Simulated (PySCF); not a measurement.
# [Ce(NO2)]2+: forces at shaken geometries

Aim: move all atoms of relaxed [Ce(NO2)]2+ at random and read energies and forces. The species was built from a template and needn't be a known compound.

Program: PySCF 2.14.0. Level of theory: r2SCAN, Ce lcecp-1-SVP with ECP47, O def2-SVP, N def2-SVP; scalar-relativistic core potentials, no spin–orbit coupling. These are calculated values, not measurements.

5 further runs of the same task are left out: 2 for a known fault of the program, 2 that didn't finish, 1 set aside as unsound or not needed.

### Step 1. The system as given

4 atoms, charge 2, spin multiplicity 1.

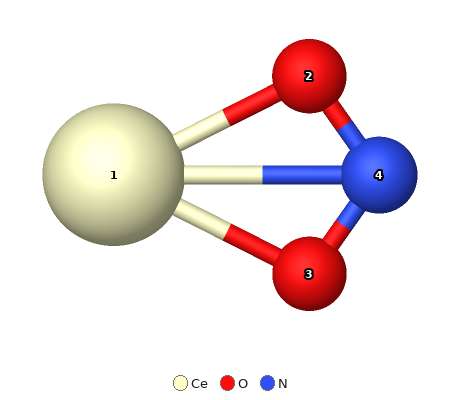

The structure; cerium light yellow, oxygen red, nitrogen blue; atoms are numbered from 1 in the order of the file.

Geometry (Å):

```xyz
4

Ce    0.0000    0.0000   -0.4444
O     1.0438    0.0000    1.6164
O    -1.0438    0.0000    1.6164
N     0.0000    0.0000    2.3506
```

Formal oxidation states: Ce +3. Each metal's 1 4f electrons lie in its core potential, so multiplicities, spins and levels count the valence alone. An earlier session relaxed this geometry at r2SCAN, Ce lcecp-1-SVP with ECP47, O def2-SVP, N def2-SVP (singlet, point group C2v).

Its energy there is -236.451440 Eh.

### Step 2. Atoms moved at random, σ = 0.06 Å

Input file run.py (the lines that set the calculation):

```python
mol = gto.M(atom='''
Ce     0.01245     0.02820    -0.39762
O      1.06805     0.01907     1.58053
O     -1.07849    -0.04843     1.62701
N     -0.00201     0.00117     2.32919''',
    basis={'Ce': 'lcecp-1-SVP', 'O': 'def2-SVP', 'N': 'def2-SVP'},
    ecp={'Ce': 'lcecp-1-SVP'},
    charge=2, spin=0)
mf = dft.RKS(mol, xc='R2SCAN')
mf.grids.atom_grid = (50, 194)  # f atoms: unpruned, at least (60, 302)
mf = mf.density_fit()  # fitting sets: Ce AutoAux, O def2-universal-JKFIT, N def2-universal-JKFIT
mf.conv_tol = 1e-08; mf.max_cycle = 55
mf.kernel(dm0)  # dm0: the density of the relaxed state
```

Command:

```
OMP_NUM_THREADS=2 python run.py
```

What it wrote:

```text
init E= -236.427461342245
  HOMO = -0.653374234416631  LUMO = -0.560223658141105  gap/eV = 2.53476
cycle= 1 E= -236.448145519311  delta_E= -0.0207  |g|= 0.0732  |ddm|= 0.271
  HOMO = -0.645431460888382  LUMO = -0.552827799618342  gap/eV = 2.51987
cycle= 2 E= -236.439371114599  delta_E= 0.00877  |g|= 0.219  |ddm|= 0.202
  HOMO = -0.649120634550844  LUMO = -0.555698975500107  gap/eV = 2.54213
cycle= 3 E= -236.449001922225  delta_E= -0.00963  |g|= 0.0339  |ddm|= 0.165
  HOMO = -0.650410646012453  LUMO = -0.556810632453381  gap/eV = 2.54699
cycle= 4 E= -236.449196247138  delta_E= -0.000194  |g|= 0.0145  |ddm|= 0.0329
  HOMO = -0.650224046028782  LUMO = -0.556657082489625  gap/eV = 2.54609
cycle= 5 E= -236.449238255279  delta_E= -4.2e-05  |g|= 0.0018  |ddm|= 0.0107
  HOMO = -0.649942952694936  LUMO = -0.556554359175436  gap/eV = 2.54123
cycle= 6 E= -236.449238997929  delta_E= -7.43e-07  |g|= 0.0008  |ddm|= 0.00337
  HOMO = -0.650051356938711  LUMO = -0.556595552204374  gap/eV = 2.54306
cycle= 7 E= -236.449239191792  delta_E= -1.94e-07  |g|= 0.000163  |ddm|= 0.00123
  HOMO = -0.650042267607095  LUMO = -0.55659070875992  gap/eV = 2.54295
cycle= 8 E= -236.449239199172  delta_E= -7.38e-09  |g|= 3.11e-05  |ddm|= 0.00027
  HOMO = -0.650044574817983  LUMO = -0.556591812072401  gap/eV = 2.54298
Extra cycle  E= -236.44923919803  delta_E= 1.14e-09  |g|= 7.97e-05  |ddm|= 0.000103
converged SCF energy = -236.44923919803
```

Wall time 3.1 s (2 threads of Arm Neoverse V2, shared host).

It gives: E = -236.449239 Eh (+0.060 eV from the relaxed state), HOMO -17.69 eV, LUMO -15.15 eV, Mulliken charge on Ce1 +2.11 e, largest force component 1.130 eV/Å. 

| atom | Fx | Fy | Fz (eV/Å) |
| --- | --- | --- | --- |
| Ce1 | -0.103 | 0.004 | -0.818 |
| O2 | -0.923 | -0.024 | 0.441 |
| O3 | 1.130 | 0.037 | 0.266 |
| N4 | -0.104 | -0.016 | 0.111 |

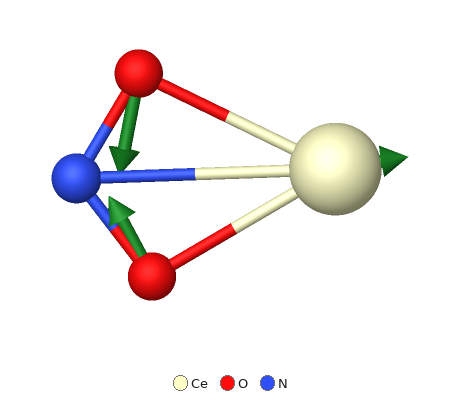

Forces as arrows, the longest for the largest force.

### Step 3. Atoms moved at random, σ = 0.15 Å

Changes to run.py (the lines that set the calculation) since step 2:

```diff
@@ -1,6 +1,6 @@
 mol = gto.M(atom='''
-Ce     0.01245     0.02820    -0.39762
-O      1.06805     0.01907     1.58053
-O     -1.07849    -0.04843     1.62701
-N     -0.00201     0.00117     2.32919''',
+Ce     0.13141     0.33595    -0.33685
+O      1.03388    -0.20554     1.78732
+O     -1.02888    -0.15932     1.48707
+N     -0.13641     0.02891     2.20156''',
     basis={'Ce': 'lcecp-1-SVP', 'O': 'def2-SVP', 'N': 'def2-SVP'},
```

Command:

```
OMP_NUM_THREADS=2 python run.py
```

What it wrote:

```text
init E= -236.225589211961
  HOMO = -0.716357242005415  LUMO = -0.619666979903041  gap/eV = 2.63108
cycle= 1 E= -236.372698693576  delta_E= -0.147  |g|= 0.454  |ddm|= 1.54
  HOMO = -0.559845619719635  LUMO = -0.550275525526817  gap/eV = 0.26042
cycle= 2 E= -235.338423631416  delta_E= 1.03  |g|= 1.92  |ddm|= 2.55
  HOMO = -0.626712019730132  LUMO = -0.531069234209099  gap/eV = 2.60257
cycle= 3 E= -236.401265582209  delta_E= -1.06  |g|= 0.267  |ddm|= 2.42
  HOMO = -0.604397561980448  LUMO = -0.543300320329114  gap/eV = 1.66254
cycle= 4 E= -236.412528569082  delta_E= -0.0113  |g|= 0.184  |ddm|= 0.56
  HOMO = -0.618288409982604  LUMO = -0.546040368445331  gap/eV = 1.96597
cycle= 5 E= -236.420160867137  delta_E= -0.00763  |g|= 0.0529  |ddm|= 0.211
  HOMO = -0.615771255323736  LUMO = -0.545447536728817  gap/eV = 1.91361
cycle= 6 E= -236.420615938655  delta_E= -0.000455  |g|= 0.0241  |ddm|= 0.0612
  HOMO = -0.617282379467664  LUMO = -0.544969210250356  gap/eV = 1.96774
cycle= 7 E= -236.420748773135  delta_E= -0.000133  |g|= 0.00615  |ddm|= 0.0251
  HOMO = -0.617571019401616  LUMO = -0.544788554169322  gap/eV = 1.98051
cycle= 8 E= -236.420758601196  delta_E= -9.83e-06  |g|= 0.000726  |ddm|= 0.00907
  HOMO = -0.617629043242445  LUMO = -0.544849717036543  gap/eV = 1.98043
cycle= 9 E= -236.420758732827  delta_E= -1.32e-07  |g|= 0.000121  |ddm|= 0.00131
  HOMO = -0.617633728211974  LUMO = -0.544855142372867  gap/eV = 1.98041
cycle= 10 E= -236.420758735913  delta_E= -3.09e-09  |g|= 2.03e-05  |ddm|= 0.00017
  HOMO = -0.617634274153371  LUMO = -0.544854761458338  gap/eV = 1.98043
Extra cycle  E= -236.420758735881  delta_E= 3.17e-11  |g|= 2.35e-05  |ddm|= 5.7e-05
converged SCF energy = -236.420758735881
```

It took 3.4 s on 2 threads of Arm Neoverse V2, shared host.

It gives: E = -236.420759 Eh (+0.835 eV from the relaxed state), HOMO -16.81 eV, LUMO -14.83 eV, Mulliken charge on Ce1 +2.05 e, largest force component 9.027 eV/Å. 

| atom | Fx | Fy | Fz (eV/Å) |
| --- | --- | --- | --- |
| Ce1 | 1.019 | 0.058 | -1.484 |
| O2 | -0.188 | -0.062 | -2.272 |
| O3 | -5.817 | -1.684 | -5.271 |
| N4 | 4.986 | 1.688 | 9.027 |

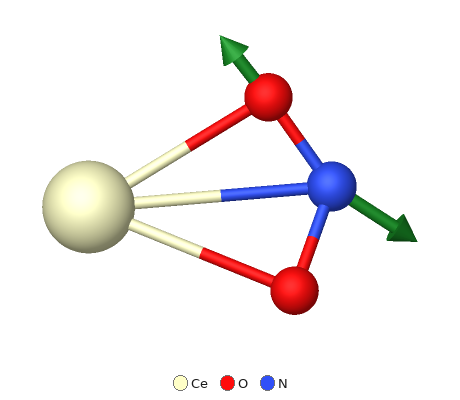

Forces as arrows, the longest for the largest force.

### Step 4. Atoms moved at random, σ = 0.03 Å

Changes to run.py (the lines that set the calculation) since step 3:

```diff
@@ -1,6 +1,6 @@
 mol = gto.M(atom='''
-Ce     0.13141     0.33595    -0.33685
-O      1.03388    -0.20554     1.78732
-O     -1.02888    -0.15932     1.48707
-N     -0.13641     0.02891     2.20156''',
+Ce    -0.01602     0.03282    -0.41970
+O      1.05522    -0.03324     1.59781
+O     -1.04616    -0.00866     1.60327
+N      0.00697     0.00908     2.35773''',
     basis={'Ce': 'lcecp-1-SVP', 'O': 'def2-SVP', 'N': 'def2-SVP'},
```

Command:

```
OMP_NUM_THREADS=2 python run.py
```

What it wrote:

```text
init E= -236.427430670906
  HOMO = -0.656817224082761  LUMO = -0.558930022463155  gap/eV = 2.66365
cycle= 1 E= -236.450265301501  delta_E= -0.0228  |g|= 0.028  |ddm|= 0.202
  HOMO = -0.653662723791708  LUMO = -0.555704766601142  gap/eV = 2.66557
cycle= 2 E= -236.450032995776  delta_E= 0.000232  |g|= 0.0428  |ddm|= 0.0662
  HOMO = -0.655782476912208  LUMO = -0.556417715702921  gap/eV = 2.70385
cycle= 3 E= -236.450311406388  delta_E= -0.000278  |g|= 0.024  |ddm|= 0.0515
  HOMO = -0.655833344361589  LUMO = -0.556706585173401  gap/eV = 2.69738
cycle= 4 E= -236.450416002398  delta_E= -0.000105  |g|= 0.00858  |ddm|= 0.0217
  HOMO = -0.655396956062607  LUMO = -0.5566392440291  gap/eV = 2.68733
cycle= 5 E= -236.450432044913  delta_E= -1.6e-05  |g|= 0.00173  |ddm|= 0.0083
  HOMO = -0.655284914359939  LUMO = -0.556577807170981  gap/eV = 2.68596
cycle= 6 E= -236.450432619722  delta_E= -5.75e-07  |g|= 0.000545  |ddm|= 0.00182
  HOMO = -0.655355770931809  LUMO = -0.556609150574975  gap/eV = 2.68703
cycle= 7 E= -236.45043270088  delta_E= -8.12e-08  |g|= 0.000138  |ddm|= 0.000758
  HOMO = -0.655344652180549  LUMO = -0.556602908583958  gap/eV = 2.68690
cycle= 8 E= -236.450432706081  delta_E= -5.2e-09  |g|= 1.34e-05  |ddm|= 0.000193
  HOMO = -0.655344767568625  LUMO = -0.556604036210864  gap/eV = 2.68687
Extra cycle  E= -236.45043270603  delta_E= 5.14e-11  |g|= 2.08e-05  |ddm|= 3.71e-05
converged SCF energy = -236.45043270603
```

Run time: 3.1 s. Hardware: 2 threads of Arm Neoverse V2, shared host.

Result: E = -236.450433 Eh (+0.027 eV from the relaxed state), HOMO -17.83 eV, LUMO -15.15 eV, Mulliken charge on Ce1 +2.12 e, largest force component 1.145 eV/Å. 

| atom | Fx | Fy | Fz (eV/Å) |
| --- | --- | --- | --- |
| Ce1 | 0.041 | -0.002 | -0.490 |
| O2 | -0.508 | 0.040 | 0.816 |
| O3 | 0.363 | 0.027 | 0.819 |
| N4 | 0.104 | -0.065 | -1.145 |

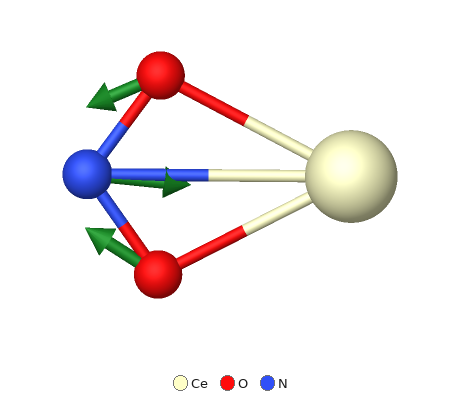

Forces as arrows, the longest for the largest force.

### Step 5. Results

| σ (Å) | energy rise (eV) | harmonic estimate −½ F·u (eV) | largest force component (eV/Å) |
| --- | --- | --- | --- |
| 0.06 | 0.060 | 0.059 | 1.13 |
| 0.15 | 0.835 | 0.747 | 9.03 |
| 0.03 | 0.027 | 0.028 | 1.14 |

Every displacement raises the energy. For a harmonic well the rise equals −½ F·u; the two differ by at most 11 % here (a move with σ = 0.15 Å), from anharmonicity, the grid and the small forces left at the relaxed point. The bases are small and lack diffuse functions. Spin–orbit coupling is left out.
